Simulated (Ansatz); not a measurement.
# Phonons of La2O3 (P-3m1) against volume, part 2 of 4

Aim: how do the optical modes of La2O3 (P-3m1) move with volume?

Ansatz 0.2.0; DFT PBE, scalar-relativistic, plane waves, PAW; PAW set soft_1.

So far: Set-up; Relaxation.

## Step 3: Tight relaxation

Phonons need small forces and stress, so the relaxation is finished with tight tolerances on 9×9×4 k points.

File input.yaml:

```yaml
crystal:
  lattice:
    - [3.9405726066, 0.0, 0.0]
    - [-1.9702863033, 3.4126359827, 0.0]
    - [0.0, 0.0, 6.1878907249]
  atoms:
    - { symbol: O, position: [0.6666666667, 0.3333333333, 0.3546891775] }
    - { symbol: O, position: [0.3333333333, 0.6666666667, 0.6453108225] }
    - { symbol: O, position: [0.0, 0.0, 0.0] }
    - { symbol: La, position: [0.6666666667, 0.3333333333, 0.7526282288] }
    - { symbol: La, position: [0.3333333333, 0.6666666667, 0.2473717712] }
kpoints:
  mp_grid: { grid: [9, 9, 4] }
hamiltonian:
  xc: pbe
  pseudopotentials: { kind: paw, azcp: { folder: soft_1 } }
scf:
  occupations: { method: fixed }
output:
  forces: true
  stress: true
  eigenvalues: true
  write_density: true
  write_potential: true
  elf: true
  volumetric_format: npy
relax:
  adjacent_minimum: "off"
  f_tol: 0.001
  max_steps: 60
  cell: { stress_tol: 0.01 }
```

Command:

```sh
$ ansatz run input.yaml --threads 4 --pin off --max-ram 16384MiB --backend cpu --events-out ev --progress --plain --runs-dir out
```

Numbers of over 12 decimals in the logs are rounded to 6 here.

Log:

```text
[...]
Crystal: 5 atoms, lattice volume = 83.213 Å³
Basis set: ecut = 420 eV, 1665 PW (Γ), exchange–correlation on 54×54×90 points (8 copies of the dense FFT grid, shifted against one another)
Bands: 25, of which v1, the nominal top of the filled ones, is band 20 counted from 1 (19 counted from 0)
Symmetry: 12 space group operations
[...]
k-points: 43 of 324
[...]
cell:  # Å, volume = 83.2131 Å³
    - [3.940573, 0.0, 0.0]
    - [-1.970286, 3.412636, 0.0]
    - [0.0, 0.0, 6.1878907249]
  atoms:
    - { symbol: O, position: [0.666667, 0.333333, 0.354689] }
    - { symbol: O, position: [0.333333, 0.666667, 0.645311] }
    - { symbol: O, position: [0.0, 0.0, 0.0] }
    - { symbol: La, position: [0.666667, 0.333333, 0.752628] }
    - { symbol: La, position: [0.333333, 0.666667, 0.247372] }
[key lines of the parts left out:]
SCF converged after 7 iterations
Free energy (F): -14212.497288 eV
Fermi energy:    9.390165 eV
P = ⅓ Tr σ = 0.0030 GPa (0.030 kbar)
```

The job ended after 2.4 s (4 threads of Intel Xeon 6975P-C (Granite Rapids), shared host; peak memory 0.62 GiB; 8.6 s of CPU time).

Little changed from the start: no atom moved by 0.005 Å and no cell edge by 0.1 %.

This step gave:

- pressure: 0.003019 GPa

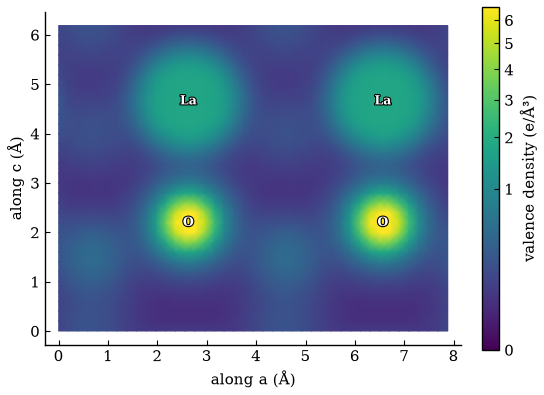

Valence density in the ac plane at fractional y = 0.333, with atoms of O and La within 0.2 Å of it. It is the smooth field of the valence electrons, not physical close to the nuclei. The colour scale is stretched toward low values.

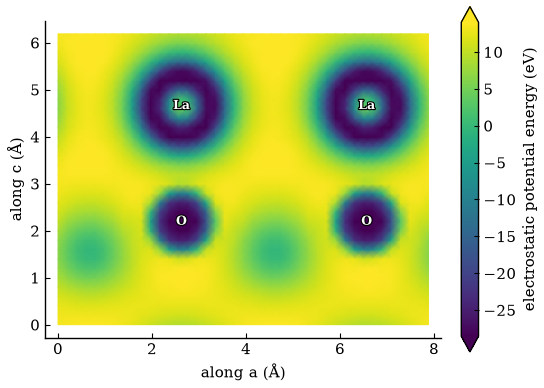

Electrostatic potential energy in the ac plane at fractional y = 0.333, with atoms of O and La within 0.2 Å of it. With pseudopotentials it is smooth inside the atoms' cores, unlike the true potential.

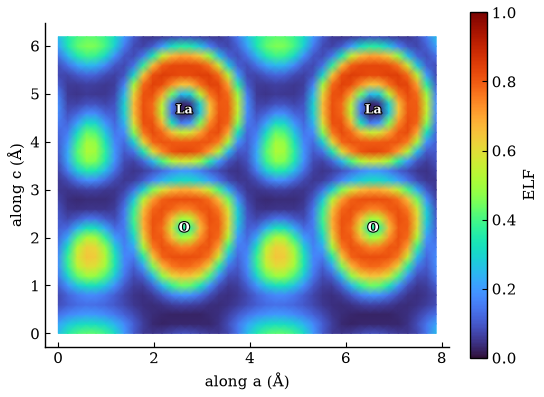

ELF in the ac plane at fractional y = 0.333, with atoms of O and La within 0.2 Å of it. It is the smooth field of the valence electrons, not physical close to the nuclei.

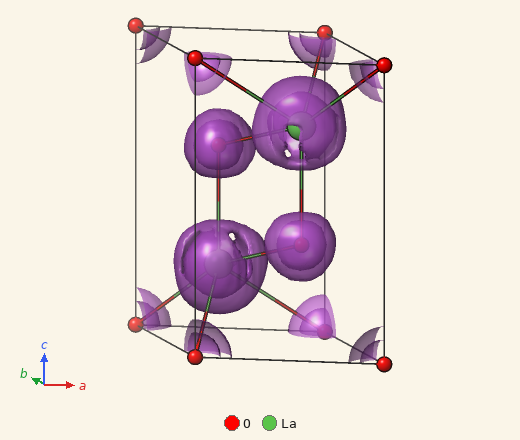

Surface of ELF = 0.8. Bonds to atoms that aren't drawn are left out.

The largest force component left is 0.023 meV/Å and the pressure is 0.003 GPa, within the tolerances set. The cell now holds 16.64 Å³/atom.

## Step 4: Zone-centre response at rest

The modes at rest are the reference of the series, and the response to a field gives the dielectric tensor and the Born charges.

input.yaml, as its differences from that of step 3:

```diff
@@ -19,13 +19,7 @@
 output:
-  forces: true
-  stress: true
   eigenvalues: true
-  write_density: true
-  write_potential: true
-  elf: true
-  volumetric_format: npy
-relax:
-  adjacent_minimum: "off"
-  f_tol: 0.001
-  max_steps: 60
-  cell: { stress_tol: 0.01 }
+phonons:
+  method: dfpt
+  dielectric: true
+  rigid_motions: translations
+  raman: true
```

Log:

```text
[...]
Crystal: 5 atoms, lattice volume = 83.213 Å³
Basis set: ecut = 420 eV, 1665 PW (Γ), exchange–correlation on 54×54×90 points (8 copies of the dense FFT grid, shifted against one another)
Bands: 25, of which v1, the nominal top of the filled ones, is band 20 counted from 1 (19 counted from 0)
Symmetry: 12 space group operations
k-points: 95 of 324 (irreducible under 2 space group operations, time reversal used)
[...]
SCF iter   1: F=—  HF=-14212.872536 eV  |F-HF|=—  |Δ(HF+E_count)|=         —  Δρ=6.19e-2  dr2=3.03e0  ethr=3.10e-3  ⟨swp⟩=4.0  Hψ=9713  notcnv=0  defer=141
[...]
SCF iter  12: F=-14212.497288 eV  HF=-14212.497288 eV  |F-HF|=3.64e-12  |Δ(HF+E_count)|=  5.00e-10  Δρ=1.67e-7  dr2=1.96e-11  ethr=1.00e-12  ⟨swp⟩=19.9  Hψ=19975  notcnv=0
SCF 1 converged in 12 iterations: F = -14212.497288 eV  dr2 = 1.96e-11
[...]
NSCF: frozen V_eff on 4 k-points
DFPT response loops at Γ: preconditioner auto → Resta (q_TF=auto, 2.415 Å⁻¹)  ε∞=3.9 (no band partly filled); β = 1.00, the filter's whole step (`scf.mixing.beta` (0.50) is not read by the response loops at its default; to damp them type it under 1.00, their step now; it binds the ground state too); Broyden in place of MSR1
── the response to a field inside a basis, on 10×10×4 k-points: an SCF that follows is theirs, and a resumed run solves both again ──
Bands: 21, of which v1, the nominal top of the filled ones, is band 20 counted from 1 (19 counted from 0)
k-points: 110 of 400 (irreducible under 4 space group operations)
[...]
Eigensolver: Dense (110 Hₖ)
SCF iter   1: F=—  HF=-14212.486329 eV  |F-HF|=—  |Δ(HF+E_count)|=         —  Δρ=2.33e-4  dr2=9.77e-6  ethr=1.00e-1
[...]
SCF iter   7: F=-14212.486333 eV  HF=-14212.486333 eV  |F-HF|=7.64e-11  |Δ(HF+E_count)|=  8.11e-10  Δρ=2.39e-7  dr2=8.40e-11  ethr=3.60e-12
SCF 1 converged in 7 iterations: F = -14212.486333 eV  dr2 = 8.40e-11
[...]
SCF converged after 12 iterations
Free energy (F): -14212.497288 eV
[...]
Internal energy: -14212.497288 eV  (E = F + TS)
E sigma→0 (E₀):  -14212.497288 eV
Fermi energy:    9.390162 eV
[...]
--- Band table (eV; the first three rows and the last of 95) ---
  k-point 0: bands = [... 16 lower, 7.7866, 9.0552, 9.0552, 9.3090, 13.6301, 13.9902, 13.9902, 14.4474, ... 1 higher]
  k-point 1: bands = [... 16 lower, 8.1300, 9.0208, 9.0953, 9.0953, 13.7702, 14.0401, 14.0401, 14.4470, ... 1 higher]
  k-point 2: bands = [... 16 lower, 8.4266, 8.6494, 9.1407, 9.1407, 13.9994, 14.0848, 14.0848, 14.2285, ... 1 higher]
  k-point 94: bands = [... 16 lower, 8.6800, 8.7650, 9.1406, 9.3863, 13.8680, 13.9996, 14.1054, 14.4791, ... 1 higher]
--- Phonons (Γ-DFPT): 6 representative perturbations + reference, on 95 of 324 k-points (Σ response iterations 23) ---
  k mesh reduced under 2 symmetry operations, with k and −k counted as one. Each operation leaves every solved perturbation unchanged. A smaller set is not considered because the run solves the response to a homogeneous field
  ASR residual: 1.748e-4 → 0.000e0 eV/Å²; symmetrization residual: 1.860e-6 eV/Å²
  ASR residual per site (eV/Å²): 8.71e-5 8.71e-5 1.75e-4 3.56e-5 3.56e-5
  Γ frequencies (cm⁻¹): 0.00 0.00 0.00 97.46 97.46 164.57 164.57 173.30 180.56 343.83 343.83 379.03 379.03 380.98 425.77
  ε∞ (high-frequency dielectric tensor):
        4.810499    -0.000000     0.000000
       -0.000000     4.810499     0.000000
        0.000000     0.000000     4.686909
  ε⁰ (static dielectric tensor: ions relaxed, cell fixed):
       30.552556    -0.000000    -0.000000
       -0.000000    30.552556    -0.000000
       -0.000000    -0.000000    31.037794
  ε⁰ − ε∞ (ionic part):
       25.742057    -0.000000    -0.000000
       -0.000000    25.742057    -0.000000
       -0.000000    -0.000000    26.350886
  softest optical mode at Γ: 97.46 cm⁻¹; the repairs (sum rule, projections) moved no ω² at Γ by more than (1.86 cm⁻¹)²
  Born effective charges Z* (e; rows j = field, columns β = displacement):
    site 0:
        -2.86733    0.00000   -0.00000
         0.00000   -2.86733    0.00000
         0.00000    0.00000   -2.51803
    site 1:
        -2.86733    0.00000   -0.00000
        -0.00000   -2.86733    0.00000
         0.00000    0.00000   -2.51803
    site 2:
        -2.69201    0.00000   -0.00000
        -0.00000   -2.69201    0.00000
        -0.00000    0.00000   -2.59506
    site 3:
         4.21334    0.00000    0.00000
        -0.00000    4.21334   -0.00000
        -0.00000   -0.00000    3.81556
    site 4:
         4.21334    0.00000   -0.00000
        -0.00000    4.21334   -0.00000
        -0.00000   -0.00000    3.81556
  Z* charge neutrality: 1.499e-3 e pre-enforcement
  solved inside a basis spanned on kpoints, on 10×10×4 k-points: ε∞ is read to err by 1.3e-2, Z* by 1.4e-2 e (field_mesh: kpoints solves on kpoints); Z* is corrected for what the basis lacks
  Raman tensors (in the event stream and the table raman_tensors.tsv): an entry may err by 1.5e-1 Å², one of the second-order susceptibility by 5.1e-20 pm/V (basis, points and sum rule); their sum over the sites missed zero by 1.332e-15 Å² ahead of its enforcement
  optical modes at Γ without the LO–TO term, one row a degenerate level:
      ω (cm⁻¹)  modes    IR ((D/Å)²/amu)  static Raman (Å⁴/amu)  depolarisation
         97.46      2             0.0000                 3.6003           0.750
        164.57      2            46.7604                 0.0000               —
        173.30      1            30.4878                 0.0000               —
        180.56      1             0.0000                 6.1374           0.330
        343.83      2            33.3564                 0.0000               —
        379.03      2             0.0000               141.7156           0.750
        380.98      1             0.0000                58.1544           0.690
        425.77      1             2.3454                 0.0000               —
  optical modes at Γ + LO–TO along q̂ = [1.0000, 0.0000, 0.0000]:
      ω (cm⁻¹)  modes    IR ((D/Å)²/amu)  static Raman (Å⁴/amu)  depolarisation
         97.46      2             0.0000                 3.6003           0.750
        164.57      1            23.3802                 0.0000               —
        173.30      1            30.4878                 0.0000               —
        180.56      1             0.0000                 6.1374           0.330
        265.64      1             1.7870                 0.0000               —
        343.83      1            16.6782                 0.0000               —
        379.03      2             0.0000               141.7156           0.750
        380.98      1             0.0000                58.1544           0.690
        425.77      1             2.3454                 0.0000               —
        536.82      1            38.2714                 0.0000               —
  optical modes at Γ + LO–TO along q̂ = [0.0000, 1.0000, 0.0000]:
      ω (cm⁻¹)  modes    IR ((D/Å)²/amu)  static Raman (Å⁴/amu)  depolarisation
         97.46      2             0.0000                 3.6003           0.750
        164.57      1            23.3802                 0.0000               —
        173.30      1            30.4878                 0.0000               —
        180.56      1             0.0000                 6.1374           0.330
        265.64      1             1.7870                 0.0000               —
        343.83      1            16.6782                 0.0000               —
        379.03      2             0.0000               141.7156           0.750
        380.98      1             0.0000                58.1544           0.690
        425.77      1             2.3454                 0.0000               —
        536.82      1            38.2714                 0.0000               —
  optical modes at Γ + LO–TO along q̂ = [0.0000, 0.0000, 1.0000]:
      ω (cm⁻¹)  modes    IR ((D/Å)²/amu)  static Raman (Å⁴/amu)  depolarisation
         97.46      2             0.0000                 3.6003           0.750
        164.57      2            46.7604                 0.0000               —
        180.56      1             0.0000                 6.1374           0.330
        343.83      2            33.3564                 0.0000               —
        379.03      2             0.0000               141.7156           0.750
        380.98      1             0.0000                58.1544           0.690
        386.23      1             7.5603                 0.0000               —
        491.63      1            25.2729                 0.0000               —
```

Wall time 3.3 min (4 threads); peak memory 2.5 GiB.

In the SCF lines HF is the Harris–Foulkes energy and dr2 the Hartree energy of the density residual, in eV; the loop may stop once dr2 is under the threshold and the program's other checks hold. Hψ counts applications of the Hamiltonian.

This step gave:

- sum-rule residual before enforcement: 1.75e-4 eV/Å²
- miss of the charge sum rule: 0.001499 e
- estimated error of the dielectric tensor: 0.01319
- estimated error of the Born charges: 0.01417 e
- point group: -3m
- highest optical mode at the zone centre (no LO-TO term): 425.8 cm⁻¹
- lowest optical zone-centre mode: 97.46 cm⁻¹
- mean high-frequency dielectric constant: 4.769
- largest Born charge (third of the trace): 4.081 e
- mean static dielectric constant: 30.71
- top of the zone-centre spectrum with the field: 536.8 cm⁻¹

Without the LO-TO term. Patterns of degenerate modes are one choice out of their space. Modes at Γ, with each element's share of the kinetic energy:

```
mode  frequency (cm⁻¹)  symmetry  O %  La %
   1               0.0  acoustic   15    85
   2               0.0  acoustic   15    85
   3               0.0  acoustic   15    85
   4              97.5        Eg    2    98
   5              97.5        Eg    2    98
   6             164.6        Eu   91     9
   7             164.6        Eu   91     9
   8             173.3       A2u   86    14
   9             180.6       A1g    6    94
  10             343.8        Eu   94     6
  11             343.8        Eu   94     6
  12             379.0        Eg   98     2
  13             379.0        Eg   98     2
  14             381.0       A1g   94     6
  15             425.8       A2u   99     1
```

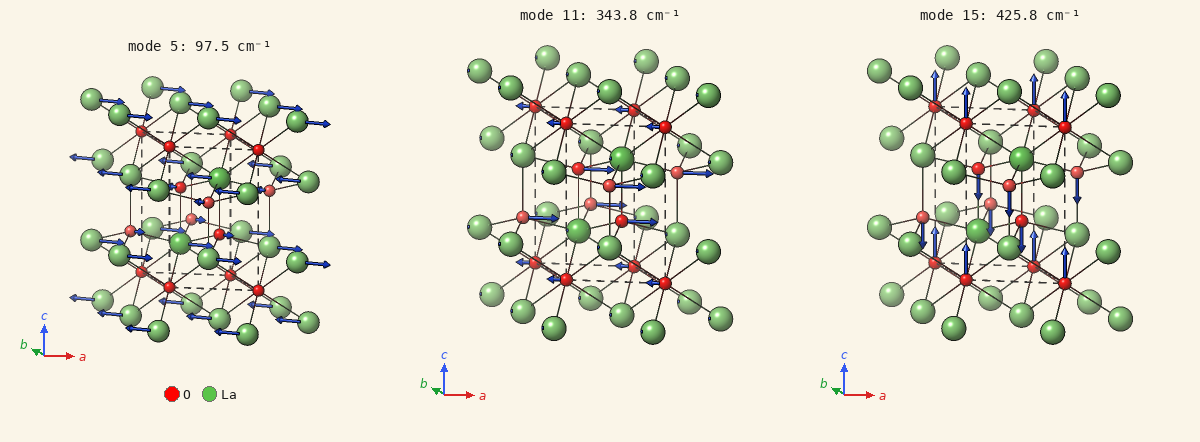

Displacement patterns of modes 5, 11 and 15 at Γ; arrows are exaggerated. Some periodic images of atoms are drawn too.

Optical modes at the zone centre, without and with the macroscopic field of the longitudinal modes; each column is sorted by frequency, so a row need not hold one and the same mode. Modes with and without the field, by row:

```
rank among optical modes  no field (cm⁻¹)  q along (1, 0, 0) (cm⁻¹)  q along (0, 0, 1) (cm⁻¹)
                       1             97.5                      97.5                      97.5
                       2             97.5                      97.5                      97.5
                       3            164.6                     164.6                     164.6
                       4            164.6                     173.3                     164.6
                       5            173.3                     180.6                     180.6
                       6            180.6                     265.6                     343.8
                       7            343.8                     343.8                     343.8
                       8            343.8                       379                       379
                       9              379                       379                       379
                      10              379                       381                       381
                      11              381                     425.8                     386.2
                      12            425.8                     536.8                     491.6
```

Born charge (rows field, columns displacement) (e), principal values of the symmetric part by kind of site:

```
atom  atoms with these values    low  middle   high   mean
  O1                        2  -2.87   -2.87  -2.52  -2.75
  O3                        1  -2.69   -2.69  -2.60  -2.66
 La4                        2   3.82    4.21   4.21   4.08
```

In full for La4:

```
4.21 0.00 0.00
0.00 4.21 0.00
0.00 0.00 3.82
```

High-frequency dielectric tensor:

```
4.81 0.00 0.00
0.00 4.81 0.00
0.00 0.00 4.69
```

Static dielectric tensor (ions relaxed, fixed cell):

```
30.55  0.00  0.00
 0.00 30.55  0.00
 0.00  0.00 31.04
```

Transverse modes. Infrared lines, with heights relative to the strongest:

```
position (cm⁻¹)  label  relative intensity
             98     Eg                 0.0
            165     Eu                 100
            173    A2u                  65
            181    A1g                 0.0
            344     Eu                  71
            379     Eg                 0.0
            381    A1g                 0.0
            426    A2u                 5.0
```

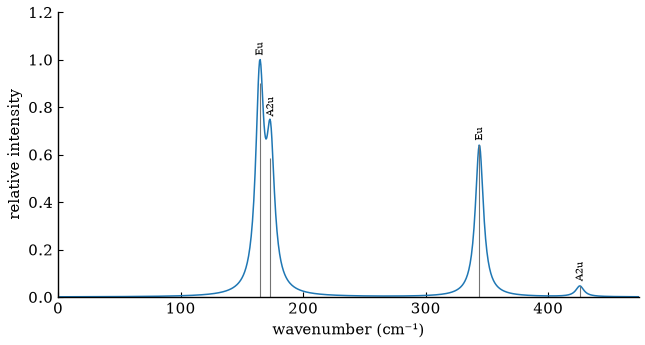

The infrared spectrum, broadened with Lorentzians of width 8 cm⁻¹; bars mark the lines.

Activity x (w_L - w)^4 (n + 1)/w, 532 nm, 300 K; modes without the macroscopic field alone. Lines of the Raman spectrum (strongest = 100):

```
position (cm⁻¹)  label  relative intensity
             98     Eg                  24
            165     Eu                 0.0
            173    A2u                 0.0
            181    A1g                  14
            344     Eu                 0.0
            379     Eg                 100
            381    A1g                  41
            426    A2u                 0.0
```

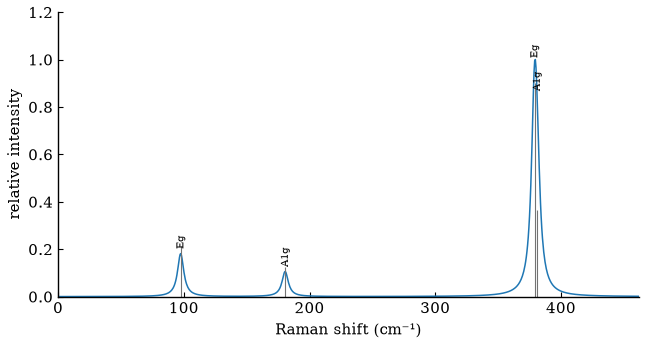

The Raman spectrum, broadened with Lorentzians of width 6 cm⁻¹; bars mark the lines.

Before it was imposed, the acoustic sum rule was missed by 1.7e-4 eV/Å² and the charge sum rule by 0.0015 e. Small misses are needed for a sound result but don't prove that mesh and cutoff are converged. The lowest optical mode is real, 97.5 cm⁻¹.

(Continued in part 3 of 4.)

[Logs are printed without paths, hosts, clocks, repeated set-up lines and the standing remarks that a program may print on its own settings, such as how far it seeks lower states.]

[Hosts, paths, dates, database ids (printed as entryN), source tags and the programs' standing remarks are cut or masked in the printed files.]
